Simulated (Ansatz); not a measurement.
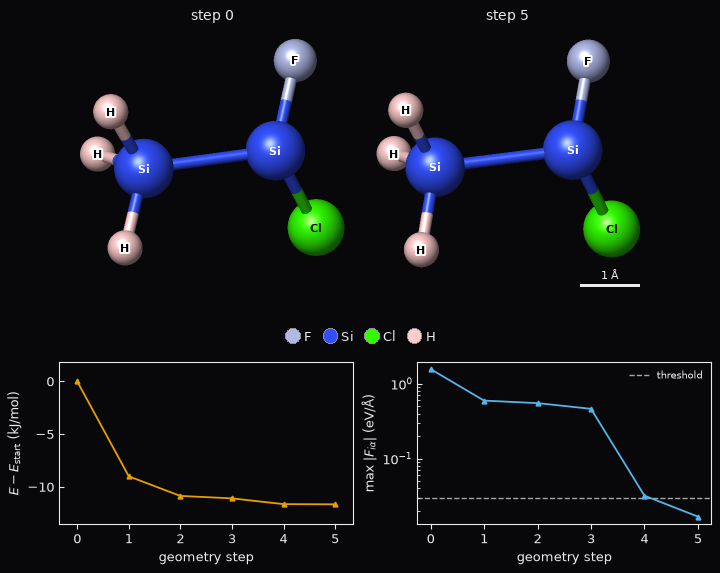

First and last geometry of a relaxation of Si2H3ClF (multiplicity 2) (coarse preliminary run), with the history of the run. The picture is a ball-and-stick view, seen at a tilt.

The start comes from a force field.

All numbers below come from UKS PBE-D4/def2-SVP (Ansatz). (force threshold 0.03 eV/Å; at most 200 steps)

Did the run converge, and what did it change?

It converged. The largest move after the best rigid fit is that of a Si atom, 0.067 Å. Largest moves by element: Si 0.067 Å, Cl 0.043 Å, H 0.039 Å, F 0.035 Å. Some distances before and after: Si–Si 2.284 → 2.379 Å, Cl–Si 2.029 → 2.092 Å, H–Si 1.471 → 1.503 Å, H–Si 1.530 → 1.505 Å. Bond angles that change, for instance: Si–Si–H 112.1° → 107.5°, H–Si–H 105.5° → 109.9°, F–Si–Si 111.2° → 108.0°. After 5 geometry steps the energy has fallen by 11.6 kJ/mol. The largest force component goes from 1.6 to 0.017 eV/Å.
